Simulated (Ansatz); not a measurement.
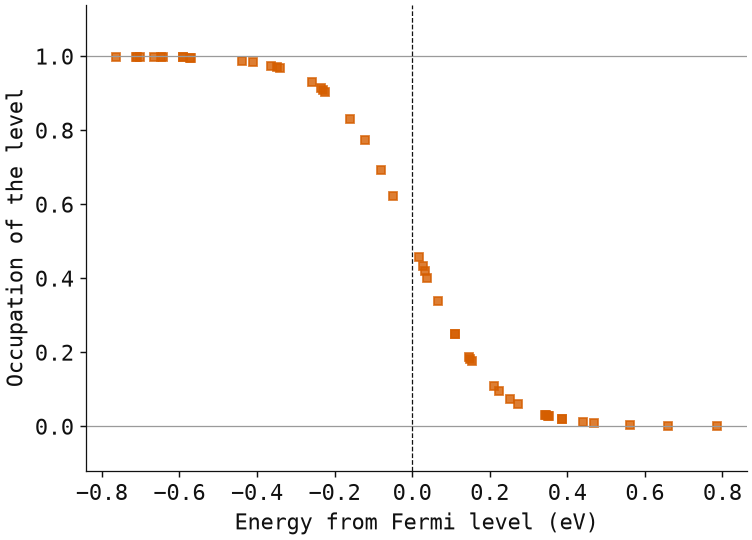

Occupations of the one-electron levels of the k mesh against their energy, from a run on Al$_{5}$Cu$_{3}$, space group R-3m (No. 166), 8 atoms in the cell, with Ansatz.

Question: Which smearing scheme was used (Fermi-Dirac, Gaussian, Methfessel-Paxton or cold), and about what width?

Answer: Fermi-Dirac smearing with a width of 0.1 eV. The occupations stay between 0 and 1 and have long exponential tails; the slope at the Fermi level is 1/(4 × width).
